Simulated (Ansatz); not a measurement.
Potential energy curve for MgB (anion, charge -1), lowest triplet found (which spin is the ground state isn't settled by this scan).

- ROCCSD(T) = Ansatz (a program for electronic structure) with CCSD(T) on ROHF/aug-cc-pVDZ, frozen core
- UCCSD(T) = CCSD(T) on UHF/aug-cc-pVDZ, frozen core run with Ansatz
- UKS-PBE = Ansatz with unrestricted PBE/aug-cc-pVDZ
- UKS-B3LYP = unrestricted B3LYP/aug-cc-pVDZ (Ansatz)
- ROCCSDT(Q) = Ansatz with CCSDT(Q)/B on ROHF/aug-cc-pVDZ, frozen core
- FCI = full CI/aug-cc-pVDZ, frozen core in Ansatz

Cost and agreement with FCI over the 12 points of the scan, with FCI as yardstick. Costs are rough ratios of core time within Ansatz on shared cores, each with its mean field (Kohn-Sham runs search longer for lower solutions than correlated ones do); the miss is the largest difference from FCI of the curve after the mean shift, in mEh.

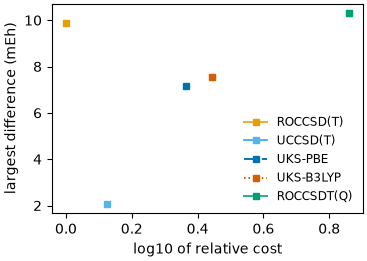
Figure. Miss against cost, one point a level.

```json
[
 {"level": "ROCCSD(T)", "relative cost": "1", "largest difference": "9.9"},
 {"level": "UCCSD(T)", "relative cost": "1", "largest difference": "2.1"},
 {"level": "UKS-PBE", "relative cost": "2", "largest difference": "7.2"},
 {"level": "UKS-B3LYP", "relative cost": "3", "largest difference": "7.5"},
 {"level": "ROCCSDT(Q)", "relative cost": "7", "largest difference": "10.3"}
]
```

Costs within a factor of two of each other count as equal.

The scan ran from 1.64 to 7.61 Å; beyond the distances shown full CI changes its symmetry label. The T1 diagnostic of CCSD on the restricted reference of ROCCSD(T), ROCCSDT(Q) exceeds 0.045 at 1.64 to 2.67 Å. Where the anion isn't bound against loss of the electron, the finite basis alone holds it. The unrestricted determinant behind UCCSD(T) is spin-contaminated at 1.64 to 2.67 Å (<S²> up to 2.8, against 2.00 for a pure triplet). The unrestricted determinant behind UKS-PBE is spin-contaminated at 1.64 to 2.28 Å (<S²> up to 2.2, against 2.00 for a pure triplet). The unrestricted determinant behind UKS-B3LYP is spin-contaminated at 1.64 to 2.21 Å (<S²> up to 2.2, against 2.00 for a pure triplet).
